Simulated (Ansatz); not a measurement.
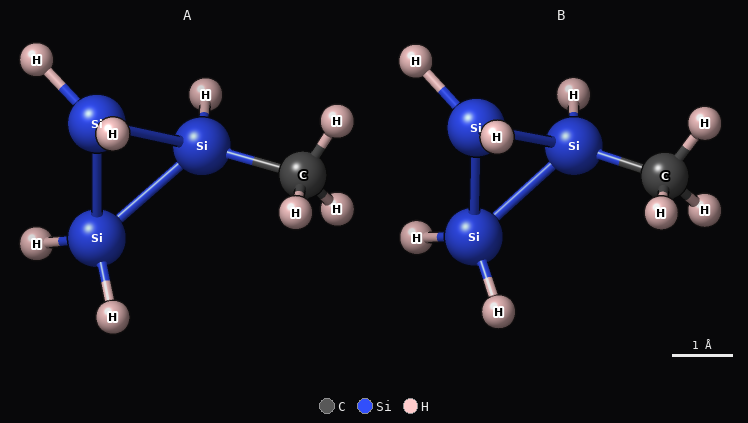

Two geometries of CH8Si3 (coarse preliminary run), drawn at one scale. One is the start of a relaxation, the other its converged end. A ball-and-stick model, seen at a tilt.

The calculation used RKS PBE-D4/def2-SVP (Ansatz). (force threshold 0.03 eV/Å; at most 200 steps)

> Which geometry has the lower energy?

Structure A is the relaxed one. The start comes from a force field. Over 3 geometry steps the energy falls by 0.614 eV. The largest force component goes from 3.2 to 0.026 eV/Å. The largest move after the best rigid fit is that of an H atom, 0.22 Å. Largest moves by element: H 0.22 Å, C 0.20 Å, Si 0.13 Å. Among the contacts that change: Si–Si 2.198 → 2.354 Å, Si–Si 2.222 → 2.348 Å, C–Si 1.773 → 1.894 Å, Si–Si 2.280 → 2.348 Å. Bond angles that change, for instance: Si–Si–H 112.7° → 120.1°, Si–C–H 117.1° → 110.2°, H–C–H 102.0° → 108.7°. The run took 4.5 s on 4 threads of Arm Neoverse V2, on a shared host.
